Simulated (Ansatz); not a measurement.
# ClH5OSiSn (SMILES [SiH3][O][SnH2][Cl]): what the fields show

```yaml
atoms:
  - { symbol: Si, position_ang: [-0.2197, 1.5787, -0.3384] }
  - { symbol: O, position_ang: [-0.3523, 0.2847, 0.6549] }
  - { symbol: Sn, position_ang: [0.1567, -1.5903, 0.6105] }
  - { symbol: Cl, position_ang: [0.7381, -2.0310, -1.5956] }
  - { symbol: H, position_ang: [-1.0696, 1.4191, -1.5491] }
  - { symbol: H, position_ang: [-0.6679, 2.7765, 0.4172] }
  - { symbol: H, position_ang: [1.1893, 1.7787, -0.7770] }
  - { symbol: H, position_ang: [-1.2300, -2.4871, 0.9913] }
  - { symbol: H, position_ang: [1.5438, -1.7755, 1.5690] }
```

Geometry: PBE0-D4/def2-TZVP; core potentials replace the inner electrons of Sn.

All numbers below come from RKS PBE0-D4/def2-TZVPP (Ansatz 0.2.0).

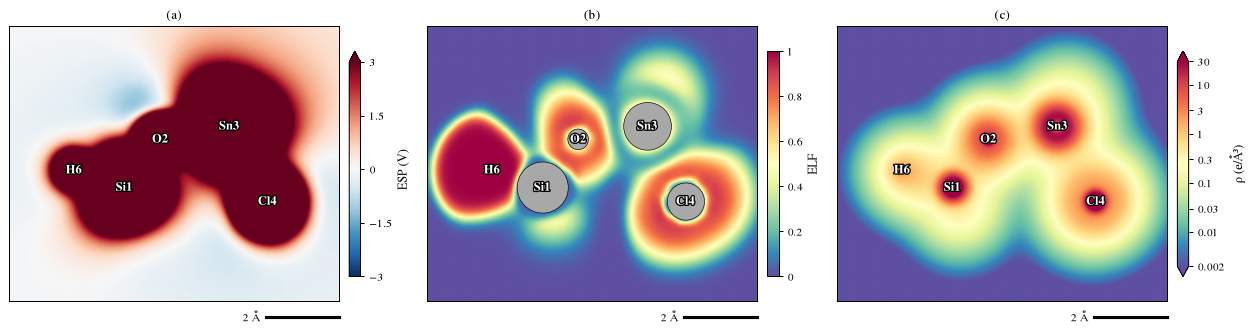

Figure 1. (a) electrostatic potential; (b) ELF; (c) electron density on the plane of atoms O2, Si1 and H6. Grey discs cover the atomic cores in the ELF map.

**Read the bonding off the picture.**

- The plane passes through Si, O, Sn, Cl and H nuclei.
- Si–O (1.64 Å): the density is about 1.2 e/Å³ at the midpoint; the ELF peaks at about 0.85 between the atoms; a shared but strongly polarised pair.
- Sn–O (1.94 Å): ρ is about 0.85 e/Å³ halfway; the ELF peaks at about 0.80 in the valence shell of O, 0.6 Å from its nucleus, and drops to about 0.15 between the two atoms.
- Sn–Cl (2.32 Å): the density is about 0.62 e/Å³ at the midpoint; the ELF peaks at about 0.80 in the valence shell of Cl, 0.9 Å from its nucleus, and drops to about 0.15 between the two atoms.
- Si–H (1.49 Å): the density is about 0.83 e/Å³ at the midpoint; the ELF climbs to about 1 towards the hydrogen, as it does in any bond to H.
- The ELF also peaks beside Cl4 and O2, away from the bonds: lone-pair regions.
- Outside the dense part of the molecule the potential is most negative (−1.2 V) near O2.

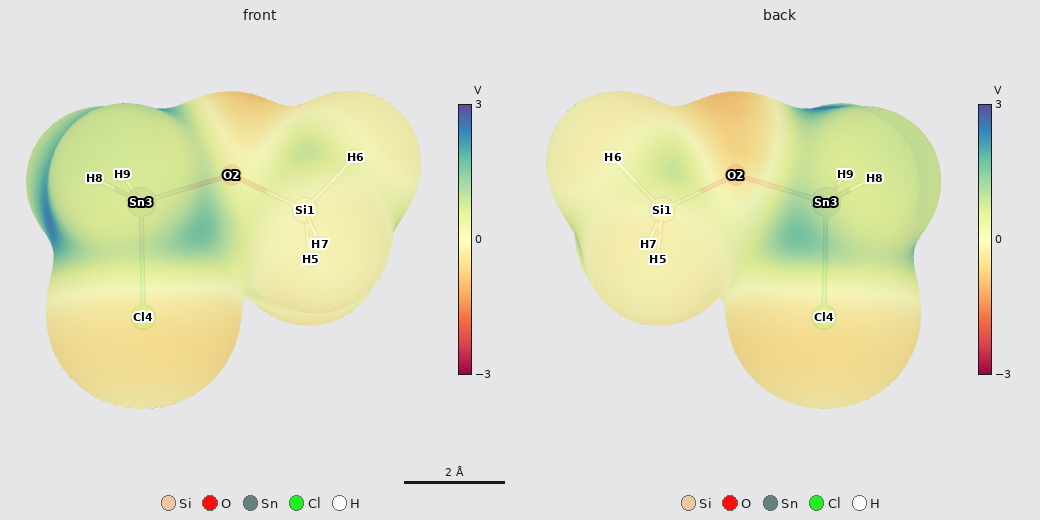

Figure 2. The electrostatic potential painted on the density surface at 0.002 e/bohr³, seen from the front and from behind; red is negative and blue positive.

**Where is the surface potential most negative and most positive?**

The most negative region (about −0.8 V) lies over O2, the most positive (about +2.4 V) over Sn3.

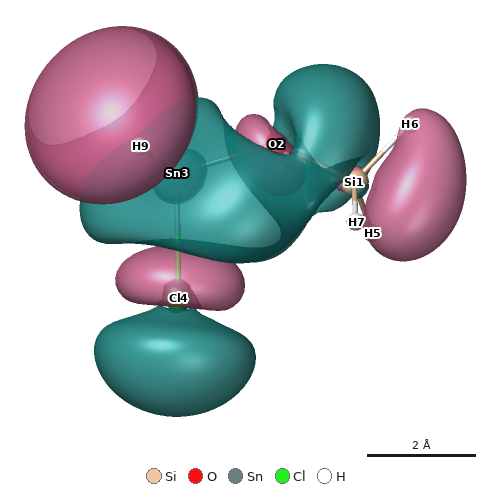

Figure 3. The LUMO at ±0.04 Å⁻³ᐟ² (teal and pink are the two phases), seen across its widest extent.

**Describe this orbital and give its energy.**

By Hirshfeld shares it lies mainly on Sn3 (about 40 %), Cl4 (about 20 %), H9 (about 10 %), H8 (about 10 %), O2 (about 10 %) and Si1 (about 5 %). Its energy is −1.03 eV.
